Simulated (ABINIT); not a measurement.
MgI2 (P-3m1): how ε∞ follows the gap

The empty bands of MgI2 (P-3m1) are shifted up rigidly by Δ, and ε∞ along x is computed for each shift. x, y and z are the Cartesian axes of the input cell.

The structure is trigonal, space group P-3m1 (No. 164). Conventional cell: a = 4.140 Å, b = 4.140 Å, c = 6.880 Å, α = 90.00°, β = 90.00°, γ = 120.00°. Around I on site d lie 3 Mg at 2.94 Å. Mg on site a has 6 I at 2.94 Å as nearest neighbours.

Method: ABINIT 10.8.3, PBE, independent particles, k-mesh 9×9×5, Lorentzian half width 0.04 eV.

Launch of the response step: `optic optic.abi`. The series took 3.7 min in all, its band step included, on 4 threads of Intel(R) Xeon(R) Processor @ 2.70GHz, on a shared host.

| Δ (eV) | ε∞ along x |
| --- | --- |
| 0.00 | ? |
| 0.40 | 4.776 |
| 0.80 | 4.570 |
| 1.20 | 4.387 |
| 1.60 | 4.222 |
| 2.00 | 4.074 |

With one effective transition at E₀ and fixed dipole strength, ε∞ − 1 = A/(E₀ + Δ), so 1/(ε∞ − 1) is linear in Δ.

Working, on the rows shown:

| x = Δ (eV) | y = 1/(ε∞ − 1) |
| --- | --- |
| 0.4 | 0.264831 |
| 0.8 | 0.280112 |
| 1.2 | 0.295247 |
| 1.6 | 0.310366 |
| 2 | 0.325309 |

Means: x̄ = 1.2, ȳ = 0.29517. Σ(x − x̄)(y − ȳ) = 0.06048, Σ(x − x̄)² = 1.6. Slope = 0.06048 / 1.6 = 0.0378; intercept = ȳ − slope · x̄ = 0.24981. Turned back into ε∞ along x, the line misses the rows shown by at most 0.0014.

Problem. What does the fit predict for the withheld row, and how well does it do?

Solution. At x = 0 the line gives y = 0.24981, that is 5.003. The run gave 5.009, so the extrapolation is off by 0.0059, 0.6 % of the range in the table.

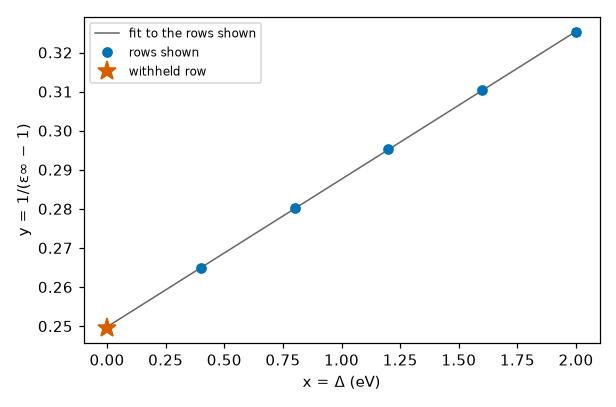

Refitted with all rows, the slope is 0.03794 and the intercept 0.24962. These give E₀ = intercept/slope = 6.6 eV, far above the least direct gap of 3.63 eV: most of the screening comes from transitions well over the edge. Over the first step ε∞ falls by 12 % per eV. The cell comes from an older database entry, whose edges can be off by a per cent or so. Excitons are left out and so are local fields; PBE gaps are as a rule too small. The values come from a sum over the points of one k-mesh and carry its error, which grows as the direct gap shrinks. Spin-orbit coupling is left out.
